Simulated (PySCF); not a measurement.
B(Me)(NHMe)(NMe2), C₄H₁₃BN₂, SMILES CN(C)B(NC)C at its GFN2-xTB optimised geometry (Å):

```
20

B     -0.2108    -0.4780     0.0000
C     -1.0411    -1.8441     0.0067
H     -0.4300    -2.7153    -0.2115
H     -1.8406    -1.8305    -0.7312
H     -1.5016    -2.0210     0.9777
N      1.1979    -0.4780     0.0000
C      2.1284    -1.5778    -0.0423
H      1.6840     0.4023     0.0681
H      2.7254    -1.6256     0.8762
H      2.8171    -1.4769    -0.8891
H      1.5945    -2.5178    -0.1486
N     -0.9036     0.7594     0.0000
C     -2.3216     0.8881     0.2368
C     -0.2786     2.0557    -0.1258
H     -2.5081     1.4989     1.1287
H     -2.8171     1.3747    -0.6126
H     -2.7724    -0.0859     0.3896
H     -0.9134     2.7153    -0.7257
H     -0.1276     2.5327     0.8520
H      0.6828     1.9763    -0.6282
```

Method: PySCF with CAM-B3LYP/def2-SVP. Cells within 0.4 Å of a nucleus heavier than hydrogen are left out (blank, or x).

Map of the electron localisation function on the plane z = 0.0 Å:

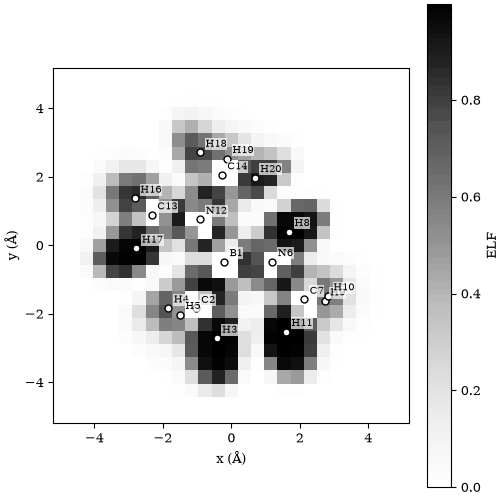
Fig. 1. Electron localisation function on the plane z = 0.0 Å.
